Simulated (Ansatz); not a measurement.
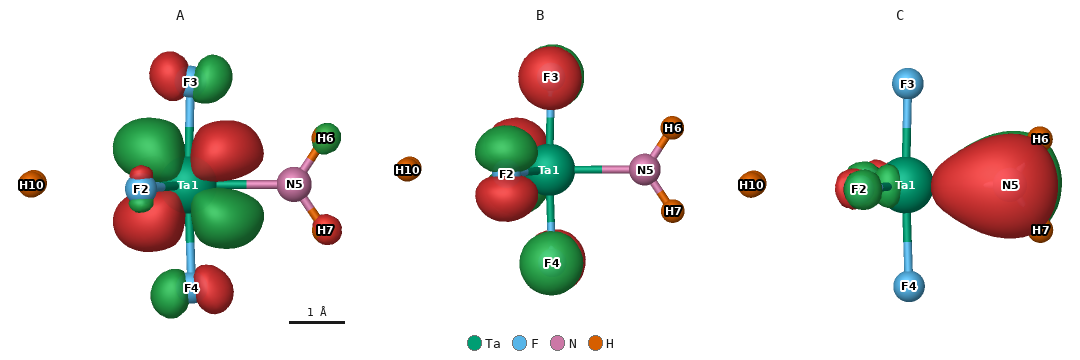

The picture shows: F4H2NTa···H2. Three frontier orbitals at ±0.15 Å⁻³ᐟ² (green and red are the two phases), in no order.

Core potentials replace the inner electrons of Ta.

Computed with RKS r2SCAN-D4/def2-SVP (Ansatz 0.2.0).

Input file:

```
crystal:
  periodic: [false, false, false]
  atoms:
    - { symbol: Ta, position_ang: [-0.067456, 0.154386, 0.088734] }
    - { symbol: F, position_ang: [1.828892, 0.298551, 0.257101] }
    - { symbol: F, position_ang: [-0.295127, 0.358309, 1.95576] }
    - { symbol: F, position_ang: [0.078031, 0.128355, -1.797275] }
    - { symbol: "N", position_ang: [-1.031448, 1.839427, -0.112155] }
    - { symbol: H, position_ang: [-1.392724, 2.370896, 0.675899] }
    - { symbol: H, position_ang: [-1.224777, 2.278211, -1.008163] }
    - { symbol: F, position_ang: [-1.147417, -1.383191, 0.06839] }
    - { symbol: H, position_ang: [1.368918, -2.345149, 0.912315] }
    - { symbol: H, position_ang: [1.768208, -1.759894, 0.795695] }
basis:
  gaussian: { orbitals: def2-SVP }
hamiltonian:
  xc: r2scan
  dispersion: d4
relax:
  f_tol: 0.03
  max_steps: 50
output:
  orbitals: {}
```

Run with:

```sh
ansatz run input.yaml --threads 4 --pin off --max-ram 5120MiB --backend cpu --events-out ev --progress --plain --runs-dir out
```

The fields are those of the run's last geometry, not of the input's.

Question: Which picture is the HOMO−1, the HOMO and the LUMO?

Answer: B is the HOMO−1 (−9.89 eV). By Hirshfeld shares it lies mainly on F3 (about 25 %), F4 (about 25 %), F2 (about 25 %) and F8 (about 25 %); largely a combination of lone pairs on F3, F4, F2 and F8. C is the HOMO (−7.81 eV). By Hirshfeld shares it lies mainly on N5 (about 70 %) and Ta1 (about 15 %); largely a lone pair of N5. A is the LUMO (−3.19 eV). By Hirshfeld shares it lies mainly on Ta1 (about 70 %), F3 (about 10 %) and F4 (about 10 %).

Question: What is the HOMO–LUMO gap?

Answer: 4.62 eV between the orbital energies.
